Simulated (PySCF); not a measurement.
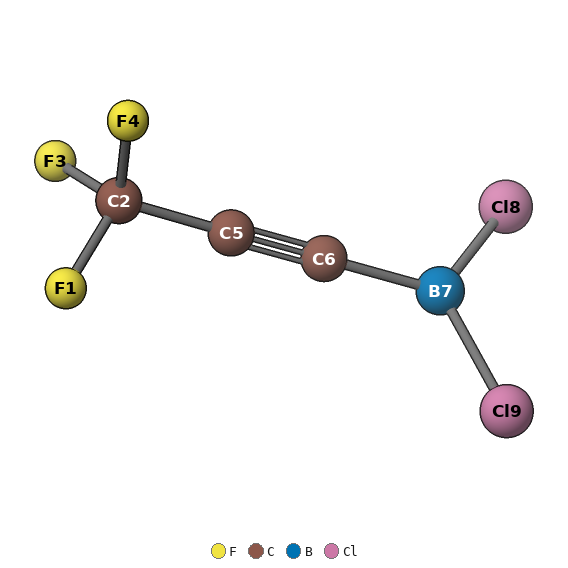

Computed geometry: PBE0-D3(BJ)/def2-SVP optimisation. No frequency run is at hand to confirm it as a minimum. Level of theory: delta-SCF UKS PBE, pcX-2 on the ionised atom, pcseg-1 elsewhere, spin-free X2C (PySCF 2.14.0).

Give the core-electron binding energies (to vacuum; p and d levels without spin–orbit splitting) of F1 1s, C2 1s, C5 1s, C6 1s, B7 1s, Cl8 1s, Cl8 2p.

| atom | level | binding energy (eV) |
| --- | --- | --- |
| F1 | 1s | 693.1 |
| C2 | 1s | 298.1 |
| C5 | 1s | 290.9 |
| C6 | 1s | 290.7 |
| B7 | 1s | 198.0 |
| Cl8 | 1s | 2825.0 |
| Cl8 | 2p | 206.4 |
